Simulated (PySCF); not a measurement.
```yaml
atoms:
  - { symbol: N, position_ang: [-2.4582, 0.8109, -0.0463] }
  - { symbol: C, position_ang: [-1.2588, 0.6922, 0.2838] }
  - { symbol: C, position_ang: [-0.3848, -0.5370, 0.2142] }
  - { symbol: C, position_ang: [0.8399, -0.2428, -0.5936] }
  - { symbol: C, position_ang: [2.0397, -0.0331, -0.0836] }
  - { symbol: F, position_ang: [2.2797, -0.1073, 1.2380] }
  - { symbol: H, position_ang: [-2.8991, -0.0345, -0.4096] }
  - { symbol: H, position_ang: [-0.7687, 1.5812, 0.6714] }
  - { symbol: H, position_ang: [-0.0968, -0.8041, 1.2344] }
  - { symbol: H, position_ang: [-0.9423, -1.3653, -0.2310] }
  - { symbol: H, position_ang: [0.7170, -0.1614, -1.6621] }
  - { symbol: H, position_ang: [2.9335, 0.2007, -0.6416] }
```

Geometry: GFN2-xTB.

Computed with PySCF 2.14.0, PBE0/pcSseg-1, SCF density, gas phase, non-relativistic.

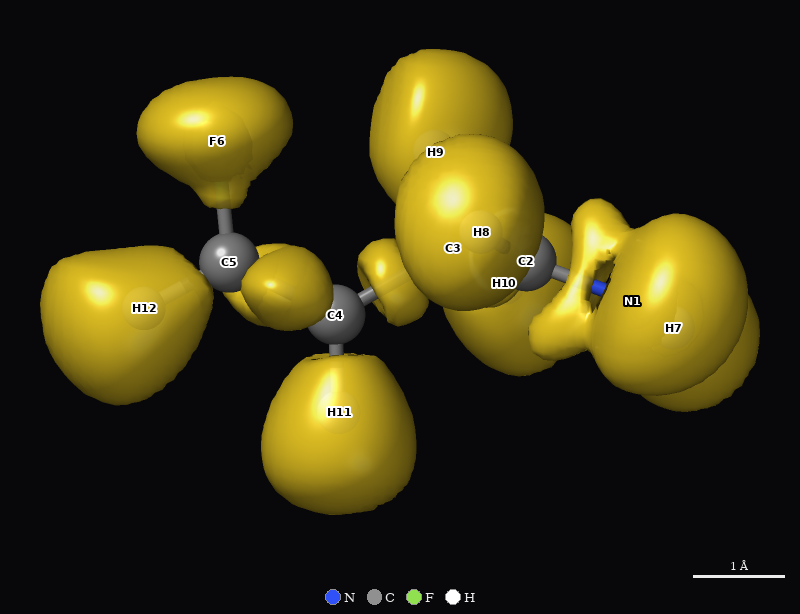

C$_{4}$H$_{6}$FN (SMILES [H]/N=C\C/C=C\F). Isosurface of the electron localisation function at 0.75 (yellow), seen at a tilt. Core shells and regions of very low density are left out.

### Describe the localisation domains.

At this value the surface marks out three regions between bonded C–C atoms (shared pairs), five regions around hydrogen nuclei, one region on F in which the atom's valence shell and bonds are merged and one joined region spread over several atoms (H, N), in which their bonds and any lone pairs are merged. Along the contacts the grid gives the following. C–N (1.25 Å): the ELF peaks at about 0.90 between the atoms: a multiple bond. C–C (1.32 Å): the ELF peaks at about 0.95 between the atoms (a short, multiple covalent bond).
